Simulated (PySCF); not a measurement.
# C4H3F3 (SMILES F/C=C\C=C(F)F) at 5 levels

We compute a comparison of 5 runs (HF/STO-3G, HF/3-21G, TPSS/6-31G, PBE/def2-SVP, wB97X/6-311+G**) of C4H3F3. The job is set up through a Python script.

The results are computed with PySCF 2.14.0.

## 1. The system as given

C4H3F3 has 10 atoms, charge 0, and is taken as a singlet. As SMILES, `F/C=C\C=C(F)F`. The shape is that of a PBE0-D4/def2-TZVP optimisation. This is one conformer, not always the lowest.

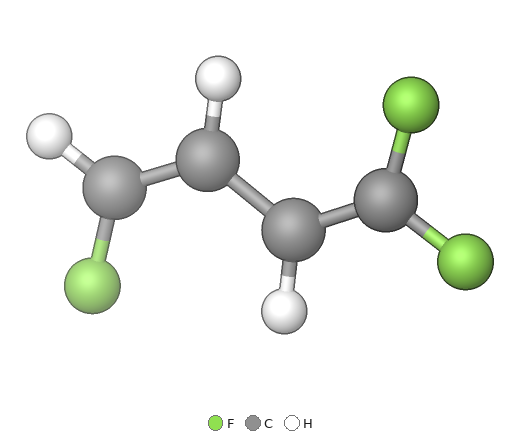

Viewed from a chosen angle; fluorine green, carbon grey, hydrogen white.

## 2. Energy and forces at HF/STO-3G (run 1)

The input, calc.py:

```python
import pyscf.grad
from pyscf import gto

molecule = gto.Mole()
molecule.atom = [
    ('F', (1.078900, -2.271500, 0.199100)),
    ('C', (0.294300, -1.541200, 0.999200)),
    ('C', (-0.146600, -0.340500, 0.645900)),
    ('C', (0.160500, 0.300700, -0.608900)),
    ('C', (-0.292700, 1.500900, -0.938900)),
    ('F', (-1.064600, 2.251600, -0.186400)),
    ('F', (-0.033100, 2.111900, -2.069800)),
    ('H', (0.074700, -2.037600, 1.935500)),
    ('H', (-0.776600, 0.174800, 1.360400)),
    ('H', (0.788400, -0.200000, -1.333100)),
]
molecule.verbose = 4
molecule.max_memory = 1860
molecule.basis = 'sto-3g'
molecule.charge = 0
molecule.build()

mf = molecule.RHF()
mf.conv_tol = 1e-10
mf.kernel()
if not mf.converged:
    mf = mf.newton().run(mf.mo_coeff, mf.mo_occ)

energy = mf.e_tot
print('E(%s) = %.9f' % ('HF', energy))
grad = mf.Gradients().kernel()
mf.analyze()
```

On the command line:

```
OMP_NUM_THREADS=1 python calc.py
```

The program printed:

```text
PySCF version 2.14.0

[... 83 lines left out ...]
Two-electron Energy =                  454.218201361259503
[... 9 lines left out ...]
MO #6   energy= -11.0392917156331  occ= 2
[... 7 lines left out ...]
MO #14  energy= -0.723854316749243 occ= 2
[... 7 lines left out ...]
MO #22  energy= -0.494825651878041 occ= 2
[... 7 lines left out ...]
MO #30  energy= 0.532900872000394  occ= 0
[... 7 lines left out ...]
MO #38  energy= 1.07512838440408   occ= 0
[... 51 lines left out ...]
Dipole moment(X, Y, Z, Debye): -0.30444, -0.08179,  0.68241
```

It took 1.9 s on 1 thread of Intel Xeon Platinum 8488C (Sapphire Rapids), shared host; peak memory 0.12 GiB.

## 3. Energy and forces at HF/3-21G (run 2)

The input, run.py:

```python
from pyscf import gto

mol = gto.M(
    atom='''
F      1.078900    -2.271500     0.199100
C      0.294300    -1.541200     0.999200
C     -0.146600    -0.340500     0.645900
C      0.160500     0.300700    -0.608900
C     -0.292700     1.500900    -0.938900
F     -1.064600     2.251600    -0.186400
F     -0.033100     2.111900    -2.069800
H      0.074700    -2.037600     1.935500
H     -0.776600     0.174800     1.360400
H      0.788400    -0.200000    -1.333100
''',
    spin=0,
    charge=0,
    verbose=4,
    basis='3-21g',
    max_memory=1860,
)

calc0 = mol.RHF()
calc0.conv_tol = 1e-10
calc0.kernel()
if not calc0.converged:
    calc0 = calc0.newton().run(calc0.mo_coeff, calc0.mo_occ)

etot = calc0.e_tot
print('E(%s) = %.9f' % ('HF', etot))
grad = calc0.nuc_grad_method().kernel()
dip = calc0.dip_moment()
pop, q = calc0.mulliken_pop()
```

On the command line:

```
OMP_NUM_THREADS=1 python run.py
```

The program printed:

```text
PySCF version 2.14.0

[... 66 lines left out ...]
converged SCF energy = -449.024218699572
[... 12 lines left out ...]
Dipole moment(X, Y, Z, Debye): -0.44500, -0.62887,  1.51576
[... 80 lines left out ...]
charge of    9H =      0.29666
```

It took 2 s on 1 thread of Intel Xeon Platinum 8488C (Sapphire Rapids), shared host; peak memory 0.14 GiB.

Run 3 isn't shown in full; the table further down has it.

## 4. Energy and forces at PBE/def2-SVP (run 4)

The input, geometry.xyz:

```xyz
10

F      1.078900    -2.271500     0.199100
C      0.294300    -1.541200     0.999200
C     -0.146600    -0.340500     0.645900
C      0.160500     0.300700    -0.608900
C     -0.292700     1.500900    -0.938900
F     -1.064600     2.251600    -0.186400
F     -0.033100     2.111900    -2.069800
H      0.074700    -2.037600     1.935500
H     -0.776600     0.174800     1.360400
H      0.788400    -0.200000    -1.333100
```

The input, calc.py:

```python
# FC=CC=C(F)F
from pyscf import gto, dft

mol = gto.M(
    atom='geometry.xyz',
    basis='def2-svp',
    max_memory=1860,
    verbose=4,
)

mf = dft.RKS(mol, xc='pbe')
mf.conv_tol = 1e-10
mf.grids.level = 5
mf.kernel()
if not mf.converged:
    mf = mf.newton().run(mf.mo_coeff, mf.mo_occ)

etot = mf.e_tot
print('E = %.10f Eh' % etot)
grad = mf.nuc_grad_method().kernel()
mf.analyze()
```

On the command line:

```
OMP_NUM_THREADS=1 python calc.py
```

The program printed:

```text
PySCF version 2.14.0

[... 117 lines left out ...]
MO #8   energy= -1.18100282928933  occ= 2
[... 20 lines left out ...]
MO #29  energy= 0.0450923646801011 occ= 0
[... 20 lines left out ...]
MO #50  energy= 0.612569885985604  occ= 0
[... 20 lines left out ...]
MO #71  energy= 1.5218072865922    occ= 0
[... 20 lines left out ...]
MO #92  energy= 2.38724651359474   occ= 0
[... 20 lines left out ...]
MO #113 energy= 3.85651289928991   occ= 0
[... 126 lines left out ...]
Dipole moment(X, Y, Z, Debye): -0.34864, -0.13841,  0.82691
```

Run time: 38 s. Hardware: 1 thread of Intel Xeon Platinum 8488C (Sapphire Rapids), shared host; peak memory 1.2 GiB.

## 5. Energy and gradient at wB97X/6-311+G(d,p) (run 5)

The input, job.py:

```python
import pyscf.grad
from pyscf import gto, dft

mol = gto.Mole()
mol.atom = [
    ('F', (1.078900, -2.271500, 0.199100)),
    ('C', (0.294300, -1.541200, 0.999200)),
    ('C', (-0.146600, -0.340500, 0.645900)),
    ('C', (0.160500, 0.300700, -0.608900)),
    ('C', (-0.292700, 1.500900, -0.938900)),
    ('F', (-1.064600, 2.251600, -0.186400)),
    ('F', (-0.033100, 2.111900, -2.069800)),
    ('H', (0.074700, -2.037600, 1.935500)),
    ('H', (-0.776600, 0.174800, 1.360400)),
    ('H', (0.788400, -0.200000, -1.333100)),
]
mol.charge = 0
mol.basis = '6-311+g**'
mol.verbose = 3
mol.spin = 0
mol.max_memory = 1860
mol.build()

calc0 = dft.RKS(mol)
calc0.xc = 'wb97x'
calc0.grids.level = 5
calc0.conv_tol = 1e-10
calc0.kernel()
if not calc0.converged:
    calc0 = calc0.newton().run(calc0.mo_coeff, calc0.mo_occ)

e_final = calc0.e_tot
print('E(%s) = %.9f' % ('WB97X', e_final))
grad = calc0.Gradients().kernel()
calc0.analyze()
```

On the command line:

```
OMP_NUM_THREADS=1 python job.py
```

The program printed:

```text
converged SCF energy = -453.73166664425
[... 36 lines left out ...]
MO #27  energy= -0.33261071229315  occ= 2
[... 28 lines left out ...]
MO #56  energy= 0.393741082814357  occ= 0
[... 28 lines left out ...]
MO #85  energy= 1.10226811178274   occ= 0
[... 28 lines left out ...]
MO #114 energy= 2.04038775705874   occ= 0
[... 28 lines left out ...]
MO #143 energy= 3.8842064264376    occ= 0
[... 28 lines left out ...]
MO #172 energy= 66.7928923643403   occ= 0
[... 11 lines left out ...]
Dipole moment(X, Y, Z, Debye): -0.41436, -0.38492,  1.20710
```

Run time: 2.7 min. Hardware: 1 thread of Intel Xeon Platinum 8488C (Sapphire Rapids), shared host; peak memory 2.3 GiB.

## 6. All runs side by side

| run | level | integration grid | energy (Eh) | dipole moment (D) | HOMO energy (eV) | LUMO energy (eV) | wall time |
| --- | --- | --- | --- | --- | --- | --- | --- |
| 1 | HF/STO-3G | – | -445.400420 | 0.75 | -6.50 | 6.60 | 1.9 s |
| 2 | HF/3-21G | – | -449.024219 | 1.70 | -9.08 | 3.32 | 2 s |
| 3 | TPSS/6-31G | 5 | -453.641930 | 1.30 | -5.43 | -1.29 | 37 s |
| 4 | PBE/def2-SVP | 5 | -452.890875 | 0.91 | -5.36 | -1.35 | 38 s |
| 5 | wB97X/6-311+G** | 5 | -453.731667 | 1.33 | -9.05 | 1.26 | 2.7 min |

## 7. What came out

| quantity | value |
| --- | --- |
| run 5: total energy | -453.73167 Eh |
| run 5: dipole moment | 1.33 D |
| run 5: HOMO energy | -9.05 eV |
| run 5: LUMO energy | 1.26 eV |
| run 5: HOMO–LUMO gap | 10.31 eV |
| run 5: largest force on an atom | 0.593 eV/Å |

What this shows: The dipole moment (its size) runs from 0.75 D (HF/STO-3G) to 1.70 D (HF/3-21G). The HOMO–LUMO gap runs from 4.01 eV (PBE/def2-SVP) to 13.10 eV (HF/STO-3G). The two ends differ in method and basis. Totals of different functionals can't be ranked against each other. In run 1 the basis is minimal, so the values are rough. All runs together took 4 min, the longest 2.7 min.
